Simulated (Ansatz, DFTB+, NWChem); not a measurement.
**Loss of H2: C4H6 → C4H4 + H2**

Species: C4H6 (1,3-butadiene) `C=CC=C`, singlet; C4H4 (1-buten-3-yne) `C#CC=C`, singlet; H2 (hydrogen), singlet. This is a balance of energies; it says nothing on the path, which may need atoms to shift.

Shapes, held fixed at every level: PBE0-D4/def2-TZVP. Flexible molecules stand in one conformer, not always the lowest. Programs: Ansatz 0.2.0, DFTB+ 25.1, NWChem 7.3.0. Electronic energies: no zero-point or thermal term.

```
                             level            kind  ΔE (kJ/mol)
                             DFTB2  semi-empirical       +326.1
                         HF/STO-3G    Hartree–Fock       +261.6
                          HF/3-21G    Hartree–Fock       +211.1
                       HF/def2-SVP    Hartree–Fock       +223.3
B3LYP/6-31G* (Cartesian functions)   global hybrid       +217.6
                     PBE0/def2-SVP   global hybrid       +240.8
```

PBE0/def2-SVP gives ΔE = +240.8 kJ/mol; the levels span +211.1 to +326.1. DFTB2 strays far from the other rows. The median of the levels is +232.1. No measured value is set beside it here. Rows in sets without polarisation functions are far from converged.

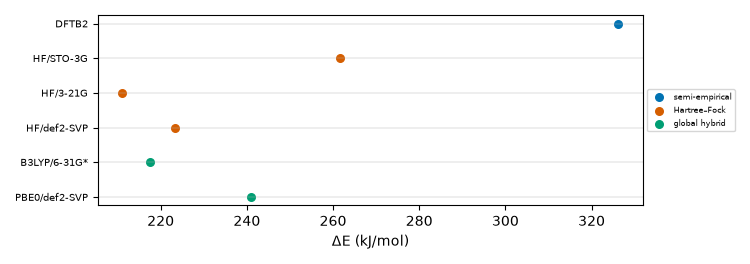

The values of the table, level by level.
